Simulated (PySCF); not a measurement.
# Si2H4ClF (SMILES F[SiH]([SiH3])Cl) at 4 levels

We compute a comparison of 4 runs (HF/def2-SVP, PBE0/pcseg-1, TPSS/def2-SVP, PBE0/6-31+G*) of Si2H4ClF. 

The calculation is run with PySCF 2.14.0.

## (1) The structure to begin with

The species is Si2H4ClF (8 atoms), meant as a singlet with charge 0. As SMILES, `F[SiH]([SiH3])Cl`. The coordinates come from a PBE0-D4/def2-TZVP relaxation.

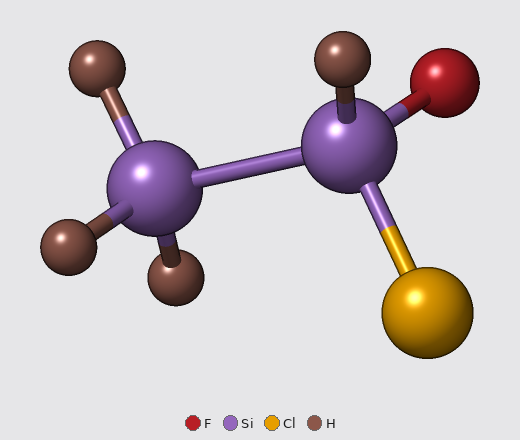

Viewed from a chosen angle; fluorine red, silicon purple, chlorine amber, hydrogen brown.

## (2) Energy and gradient at HF/def2-SVP (run 1)

run.py reads:

```python
# F[SiH]([SiH3])Cl
from pyscf import gto, scf

mol = gto.Mole()
mol.atom = [
    ('F', (-1.329000, 1.796800, 0.161200)),
    ('Si', (-0.382900, 0.812800, -0.667700)),
    ('Si', (0.539000, -0.793000, 0.761300)),
    ('Cl', (-1.534100, -0.130100, -2.075900)),
    ('H', (0.596600, 1.655400, -1.392300)),
    ('H', (1.355700, -0.131100, 1.812300)),
    ('H', (1.403500, -1.693800, -0.044400)),
    ('H', (-0.556600, -1.574100, 1.389600)),
]
mol.verbose = 3
mol.basis = 'def2-svp'
mol.max_memory = 1860
mol.build()

calc0 = scf.RHF(mol)
calc0.conv_tol = 1e-10
calc0.kernel()
if not calc0.converged:
    calc0 = calc0.newton().run(calc0.mo_coeff, calc0.mo_occ)

etot = calc0.e_tot
print('E(%s) = %.9f' % ('HF', etot))
grad = calc0.nuc_grad_method().kernel()
dip = calc0.dip_moment()
pop, q = calc0.mulliken_pop()
```

Launch:

```bash
$ OMP_NUM_THREADS=1 python run.py
```

Log:

```text
converged SCF energy = -1138.8259259383
E(HF) = -1138.825925938
--------------- RHF gradients ---------------
         x                y                z
0 F     0.0057137097    -0.0052789380    -0.0050600058
1 Si    -0.0111375861    -0.0031058806     0.0056786689
2 Si    -0.0021201283     0.0034653038    -0.0037428312
3 Cl     0.0048874682     0.0035495520     0.0048866247
4 H     0.0021961714     0.0023290104    -0.0027622406
5 H     0.0009254344     0.0008365912     0.0011993243
6 H     0.0008772964    -0.0008928503    -0.0009247608
7 H    -0.0013423657    -0.0009027886     0.0007252206
----------------------------------------------
Dipole moment(X, Y, Z, Debye):  1.75365, -0.55542,  0.45011
 ** Mulliken pop  **
pop of  0 F 1s            1.99146
pop of  0 F 2s            1.11342
pop of  0 F 3s            0.82481
pop of  0 F 2px           1.11307
pop of  0 F 2py           1.11058
pop of  0 F 2pz           1.12202
pop of  0 F 3px           0.72387
pop of  0 F 3py           0.72000
pop of  0 F 3pz           0.73391
pop of  0 F 3dxy          0.00147
pop of  0 F 3dyz          0.00124
pop of  0 F 3dz^2         0.00080
pop of  0 F 3dxz          0.00115
pop of  0 F 3dx2-y2       0.00098
pop of  1 Si 1s           1.99939
pop of  1 Si 2s           1.99046
pop of  1 Si 3s           0.95617
pop of  1 Si 4s           0.05904
pop of  1 Si 2px          1.98011
pop of  1 Si 2py          1.98078
pop of  1 Si 2pz          1.98027
pop of  1 Si 3px          0.35328
pop of  1 Si 3py          0.39602
pop of  1 Si 3pz          0.37811
pop of  1 Si 4px          0.19973
pop of  1 Si 4py          0.21914
pop of  1 Si 4pz          0.19991
pop of  1 Si 3dxy         0.09236
pop of  1 Si 3dyz         0.09623
pop of  1 Si 3dz^2        0.04635
pop of  1 Si 3dxz         0.09151
pop of  1 Si 3dx2-y2      0.04483
pop of  2 Si 1s           1.99942
pop of  2 Si 2s           1.99048
pop of  2 Si 3s           0.96699
pop of  2 Si 4s           0.22390
pop of  2 Si 2px          1.98084
pop of  2 Si 2py          1.98079
pop of  2 Si 2pz          1.98079
pop of  2 Si 3px          0.42692
pop of  2 Si 3py          0.43115
pop of  2 Si 3pz          0.42909
pop of  2 Si 4px          0.34914
pop of  2 Si 4py          0.36570
pop of  2 Si 4pz          0.35225
pop of  2 Si 3dxy         0.05358
pop of  2 Si 3dyz         0.05669
pop of  2 Si 3dz^2        0.00580
pop of  2 Si 3dxz         0.05470
pop of  2 Si 3dx2-y2      0.00720
pop of  3 Cl 1s           1.99947
pop of  3 Cl 2s           1.99155
pop of  3 Cl 3s           1.19816
pop of  3 Cl 4s           0.76039
pop of  3 Cl 2px          1.98071
pop of  3 Cl 2py          1.98112
pop of  3 Cl 2pz          1.98024
pop of  3 Cl 3px          0.70018
pop of  3 Cl 3py          0.71553
pop of  3 Cl 3pz          0.68449
pop of  3 Cl 4px          1.11130
pop of  3 Cl 4py          1.14034
pop of  3 Cl 4pz          1.07706
pop of  3 Cl 3dxy         0.00384
pop of  3 Cl 3dyz         0.00535
pop of  3 Cl 3dz^2        0.00331
pop of  3 Cl 3dxz         0.00721
pop of  3 Cl 3dx2-y2      0.00180
pop of  4 H 1s            0.75199
pop of  4 H 2s            0.37664
pop of  4 H 2px           0.00483
pop of  4 H 2py           0.00389
pop of  4 H 2pz           0.00304
pop of  5 H 1s            0.73684
pop of  5 H 2s            0.36810
pop of  5 H 2px           0.00350
pop of  5 H 2py           0.00243
pop of  5 H 2pz           0.00549
pop of  6 H 1s            0.73678
pop of  6 H 2s            0.36865
pop of  6 H 2px           0.00382
pop of  6 H 2py           0.00429
pop of  6 H 2pz           0.00330
pop of  7 H 1s            0.73538
pop of  7 H 2s            0.35954
pop of  7 H 2px           0.00569
pop of  7 H 2py           0.00344
pop of  7 H 2pz           0.00242
 ** Mulliken atomic charges  **
charge of    0F =     -0.45877
charge of    1Si =      0.93628
charge of    2Si =      0.34458
charge of    3Cl =     -0.34204
charge of    4H =     -0.14038
charge of    5H =     -0.11636
charge of    6H =     -0.11684
charge of    7H =     -0.10647
```

Wall time 6 s (1 thread of Intel Xeon at 2.70GHz, shared host); peak memory 0.17 GiB.

## (3) Energy and gradient at PBE0/pcseg-1 (run 2)

mol.xyz reads:

```xyz
8
ClFH4Si2
F     -1.329000     1.796800     0.161200
Si    -0.382900     0.812800    -0.667700
Si     0.539000    -0.793000     0.761300
Cl    -1.534100    -0.130100    -2.075900
H      0.596600     1.655400    -1.392300
H      1.355700    -0.131100     1.812300
H      1.403500    -1.693800    -0.044400
H     -0.556600    -1.574100     1.389600
```

job.py reads:

```python
from pyscf import gto, dft

molecule = gto.Mole()
molecule.atom = 'mol.xyz'
molecule.charge = 0
molecule.verbose = 4
molecule.spin = 0
molecule.basis = 'pcseg-1'
molecule.max_memory = 1860
molecule.build()

mf = dft.RKS(molecule, xc='pbe0')
mf.conv_tol = 1e-10
mf.grids.level = 5
mf.kernel()
if not mf.converged:
    mf = mf.newton().run(mf.mo_coeff, mf.mo_occ)

etot = mf.e_tot
print('E = %.10f Eh' % etot)
grad = mf.nuc_grad_method().kernel()
mf.analyze()
```

Launch:

```bash
$ OMP_NUM_THREADS=1 python job.py
```

Log:

```text
PySCF version 2.14.0

[... 91 lines left out ...]
Two-electron Energy =                  712.954503508417361
[... 10 lines left out ...]
MO #7   energy= -7.2592930482578   occ= 2
[... 8 lines left out ...]
MO #16  energy= -3.67944239538095  occ= 2
[... 8 lines left out ...]
MO #25  energy= -0.384178916212698 occ= 2
[... 8 lines left out ...]
MO #34  energy= 0.0621794738110819 occ= 0
[... 8 lines left out ...]
MO #43  energy= 0.256843083113057  occ= 0
[... 8 lines left out ...]
MO #52  energy= 0.509745795548744  occ= 0
[... 8 lines left out ...]
MO #61  energy= 0.839980655283859  occ= 0
[... 8 lines left out ...]
MO #70  energy= 1.2144217816216    occ= 0
[... 8 lines left out ...]
MO #79  energy= 2.03523279066162   occ= 0
[... 8 lines left out ...]
MO #88  energy= 3.13585902925368   occ= 0
[... 60 lines left out ...]
pop of  3 Cl 3py          1.85090
pop of  3 Cl 3pz          1.74959
pop of  3 Cl 4px          0.00212
pop of  3 Cl 4py          0.00310
pop of  3 Cl 4pz          0.00284
pop of  3 Cl 3dxy         0.00259
pop of  3 Cl 3dyz         0.00353
pop of  3 Cl 3dz^2        0.00229
pop of  3 Cl 3dxz         0.00495
pop of  3 Cl 3dx2-y2      0.00144
pop of  4 H 1s            1.08335
pop of  4 H 2s            0.00530
pop of  4 H 2px           0.00123
pop of  4 H 2py           0.00127
pop of  4 H 2pz           0.00086
pop of  5 H 1s            1.05099
pop of  5 H 2s            0.00344
pop of  5 H 2px           0.00077
pop of  5 H 2py           0.00047
pop of  5 H 2pz           0.00130
pop of  6 H 1s            1.05023
pop of  6 H 2s            0.00355
pop of  6 H 2px           0.00087
pop of  6 H 2py           0.00098
pop of  6 H 2pz           0.00071
pop of  7 H 1s            1.04493
pop of  7 H 2s            0.00382
pop of  7 H 2px           0.00134
pop of  7 H 2py           0.00072
pop of  7 H 2pz           0.00047
 ** Mulliken atomic charges  **
charge of    0F =     -0.48726
charge of    1Si =      0.84750
charge of    2Si =      0.17612
charge of    3Cl =     -0.27977
charge of    4H =     -0.09201
charge of    5H =     -0.05696
charge of    6H =     -0.05635
charge of    7H =     -0.05129
Dipole moment(X, Y, Z, Debye):  1.86009, -0.53391,  0.61449
```

It took 41 s on 1 thread of Intel Xeon at 2.70GHz, shared host; peak memory 0.86 GiB.

Run 3 isn't shown in full; the table further down has it.

## (4) Energy and gradient at PBE0/6-31+G(d) (spherical functions) (run 4)

geometry.xyz reads:

```xyz
8
ClFH4Si2
F     -1.329000     1.796800     0.161200
Si    -0.382900     0.812800    -0.667700
Si     0.539000    -0.793000     0.761300
Cl    -1.534100    -0.130100    -2.075900
H      0.596600     1.655400    -1.392300
H      1.355700    -0.131100     1.812300
H      1.403500    -1.693800    -0.044400
H     -0.556600    -1.574100     1.389600
```

calc.py reads:

```python
from pyscf import gto, dft

mol = gto.M(
    atom='geometry.xyz',
    verbose=3,
    max_memory=1860,
    spin=0,
    basis='6-31+g*',
)

mf = dft.RKS(mol)
mf.xc = 'pbe0'
mf.conv_tol = 1e-10
mf.grids.level = 5
mf.kernel()
if not mf.converged:
    mf = mf.newton().run(mf.mo_coeff, mf.mo_occ)

etot = mf.e_tot
print('Final energy', etot)
grad = mf.nuc_grad_method().kernel()
mf.analyze()
```

Launch:

```bash
$ OMP_NUM_THREADS=1 python calc.py
```

Log:

```text
converged SCF energy = -1140.98876041812
[... 13 lines left out ...]
MO #4   energy= -24.7973966647957  occ= 2
[... 7 lines left out ...]
MO #12  energy= -3.74170656670375  occ= 2
[... 7 lines left out ...]
MO #20  energy= -0.559017706588374 occ= 2
[... 7 lines left out ...]
MO #28  energy= -0.356134085647751 occ= 2
[... 7 lines left out ...]
MO #36  energy= 0.0467469915616725 occ= 0
[... 7 lines left out ...]
MO #44  energy= 0.112719638696824  occ= 0
[... 7 lines left out ...]
MO #52  energy= 0.312476308247736  occ= 0
[... 7 lines left out ...]
MO #60  energy= 0.512203035312813  occ= 0
[... 7 lines left out ...]
MO #68  energy= 0.689055238457048  occ= 0
[... 7 lines left out ...]
MO #76  energy= 0.943344586300127  occ= 0
[... 7 lines left out ...]
MO #84  energy= 1.58558933773167   occ= 0
[... 7 lines left out ...]
MO #92  energy= 2.84127027486662   occ= 0
[... 9 lines left out ...]
Dipole moment(X, Y, Z, Debye):  1.76546, -0.51852,  0.59099
```

Run time: 38 s. Hardware: 1 thread of Intel Xeon at 2.70GHz, shared host; peak memory 0.9 GiB.

## (5) All runs side by side

```csv
run,level,integration grid,energy (Eh),dipole moment (D),HOMO energy (eV),LUMO energy (eV),wall time
1,HF/def2-SVP,–,-1138.825926,1.89,-11.31,3.11,6 s
2,PBE0/pcseg-1,5,-1140.972312,2.03,-8.54,-0.46,41 s
3,TPSS/def2-SVP,5,-1141.201946,1.45,-7.27,-0.96,42 s
4,PBE0/6-31+G* (spherical functions),5,-1140.988760,1.93,-8.51,-0.60,38 s
```

## (6) What came out

| quantity | value |
| --- | --- |
| run 4: total energy | -1140.98876 Eh |
| run 4: dipole moment | 1.93 D |
| run 4: HOMO energy | -8.51 eV |
| run 4: LUMO energy | -0.60 eV |
| run 4: HOMO–LUMO gap | 7.90 eV |
| run 4: largest force on an atom | 0.897 eV/Å |

**Reading.** The dipole moment (its size) runs from 1.45 D (TPSS/def2-SVP) to 2.03 D (PBE0/pcseg-1). The two ends differ in method and basis. The HOMO–LUMO gap runs from 6.31 eV (TPSS/def2-SVP) to 14.42 eV (HF/def2-SVP). Exact exchange widens orbital gaps. Totals of different functionals can't be ranked against each other. All runs together took 2.1 min, the longest 42 s.
